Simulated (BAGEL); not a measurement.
# CCl2 (dichloromethylene): HF/STO-3G (density fitting with qzvpp-jkfit)

What is the energy change on altering one bond length of CCl2 (dichloromethylene) at HF/STO-3G (density fitting with qzvpp-jkfit)? 

Program for the calculation: BAGEL 1.2.2.

1 further run of the same task is left out (set aside as unsound or not needed).

**1. The system as given**

The species is CCl2 (3 atoms), meant as a singlet with charge 0. SMILES: `Cl[C]Cl`. Geometry: relaxed at PBE0-D4/def2-TZVP.

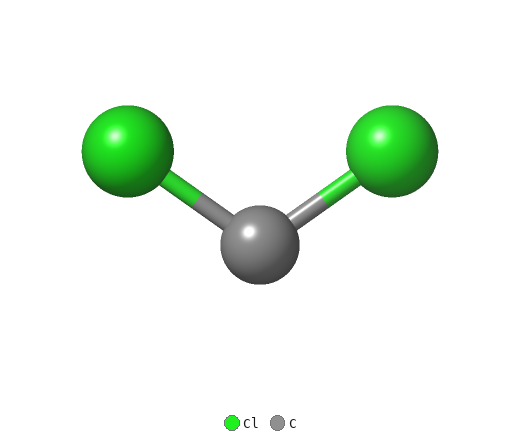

The structure, seen from a chosen angle (chlorine green, carbon grey).

**2. The energy at HF/STO-3G (density fitting with qzvpp-jkfit)**

The input, input.json:

```json
{ "bagel" : [

{
  "title" : "molecule",
  "basis" : "sto-3g",
  "df_basis" : "qzvpp-jkfit",
  "angstrom" : "true",
  "geometry" : [
    { "atom" : "Cl", "xyz" : [    1.236700,   -0.329300,    0.644300 ] },
    { "atom" : "C", "xyz" : [   -0.231600,   -0.585100,   -0.189800 ] },
    { "atom" : "Cl", "xyz" : [   -1.005100,    0.914500,   -0.454500 ] }
  ]
},
{ "title" : "hf" },
{ "title" : "print", "file" : "orbitals.molden", "orbitals" : "true" }

]}
```

Run with:

```sh
$ BAGEL_NUM_THREADS=1 BAGEL input.json > input.out
```

The log of the run:

```text
* using 1 threads per process

  ===============================================================
  ===============================================================

  *** Geometry ***

  { "atom" : "Cl", "xyz" : [      2.337024,     -0.622287,      1.217551 ] },
  { "atom" : "C", "xyz" : [     -0.437661,     -1.105679,     -0.358670 ] },
  { "atom" : "Cl", "xyz" : [     -1.899364,      1.728155,     -0.858881 ] },

  Number of auxiliary basis functions:      331

  Since a DF basis is specified, we compute 2- and 3-index integrals:
    o Being stored without compression. Storage requirement is 0.001 GB

  Number of basis functions:       23
  Number of electrons      :       40

    * METHOD: MOLECULE                             0.05

  *** RHF ***

  === Nuclear Repulsion ===
   118.0340690319

      * DIIS with orbital gradients will be used.

  === RHF iteration (sto-3g) ===
      0       -946.33310355          0.02036156           0.01
      1       -946.40469634          0.00987401           0.01
      2       -946.42001119          0.00125203           0.01
      3       -946.42125517          0.00037416           0.01
      4       -946.42135196          0.00004548           0.01
      5       -946.42135288          0.00000900           0.01
      6       -946.42135291          0.00000167           0.01
      7       -946.42135292          0.00000015           0.01
      8       -946.42135292          0.00000002           0.01
      9       -946.42135292          0.00000000           0.01
    * SCF iteration converged.

    * Permanent dipole moment:
           (   -0.021467,    -0.054077,    -0.017575) a.u.

    * METHOD: HF                                   0.10

    * METHOD: PRINT                                0.00

  ===============================================================
```

Wall time 0.32 s (1 thread of Arm Neoverse V2, shared host).

**3. The distorted shape at the same level**

The input, job.json:

```json
{ "bagel": [

{
  "title": "molecule",
  "basis": "sto-3g",
  "df_basis": "qzvpp-jkfit",
  "angstrom": true,
  "geometry": [
    { "atom": "Cl", "xyz": [    1.352740,   -0.554268,    0.684010 ] },
    { "atom": "C", "xyz": [   -0.115560,   -0.810068,   -0.150090 ] },
    { "atom": "Cl", "xyz": [   -1.005100,    0.914500,   -0.454500 ] }
  ]
},
{
  "title": "hf"
},
{
  "title": "print",
  "file": "orbitals.molden",
  "orbitals": true
}

]}
```

Run with:

```sh
$ BAGEL_NUM_THREADS=1 BAGEL job.json > job.out
```

The log of the run:

```text
* using 1 threads per process

  ===============================================================
  ===============================================================

  *** Geometry ***

  { "atom" : "Cl", "xyz" : [      2.556308,     -1.047415,      1.292592 ] },
  { "atom" : "C", "xyz" : [     -0.218377,     -1.530807,     -0.283629 ] },
  { "atom" : "Cl", "xyz" : [     -1.899364,      1.728155,     -0.858881 ] },

  Number of auxiliary basis functions:      331

  Since a DF basis is specified, we compute 2- and 3-index integrals:
    o Being stored without compression. Storage requirement is 0.001 GB

  Number of basis functions:       23
  Number of electrons      :       40

    * METHOD: MOLECULE                             0.05

  *** RHF ***

  === Nuclear Repulsion ===
   110.0238711319

      * DIIS with orbital gradients will be used.

  === RHF iteration (sto-3g) ===
      0       -946.28324192          0.02390317           0.01
      1       -946.37568384          0.01619553           0.01
      2       -946.41484069          0.00174917           0.01
      3       -946.41714335          0.00061799           0.01
      4       -946.41741061          0.00011680           0.01
      5       -946.41741691          0.00002338           0.01
      6       -946.41741717          0.00000568           0.01
      7       -946.41741719          0.00000139           0.01
      8       -946.41741719          0.00000030           0.01
      9       -946.41741719          0.00000009           0.01
     10       -946.41741719          0.00000004           0.01
     11       -946.41741719          0.00000001           0.01
    * SCF iteration converged.

    * Permanent dipole moment:
           (   -0.340164,     0.392520,    -0.144944) a.u.

    * METHOD: HF                                   0.11

    * METHOD: PRINT                                0.00

  ===============================================================
```

Wall time 0.32 s (1 thread of Arm Neoverse V2, shared host).

**4. What came out**

Level: HF/STO-3G (density fitting with qzvpp-jkfit).

```
                                                          quantity          value
                                         first shape: total energy  -946.42135 Eh
                                        first shape: dipole moment         0.15 D
                                          first shape: HOMO energy       -9.40 eV
                                          first shape: LUMO energy        3.78 eV
                                        first shape: HOMO–LUMO gap       13.18 eV
                                     distorted shape: total energy  -946.41742 Eh
                                    distorted shape: dipole moment         1.37 D
                                      distorted shape: HOMO energy       -9.72 eV
                                      distorted shape: LUMO energy        3.11 eV
                                    distorted shape: HOMO–LUMO gap       12.82 eV
energy change with the C2–Cl3 bond stretched from 1.708 to 1.964 Å       0.107 eV
```

**Reading.** With the C2–Cl3 bond stretched from 1.708 to 1.964 Å the energy rises by 0.11 eV (2.5 kcal/mol). The first shape isn't relaxed at this level, so the change isn't measured from a minimum. The minimal basis adds a large error of its own.
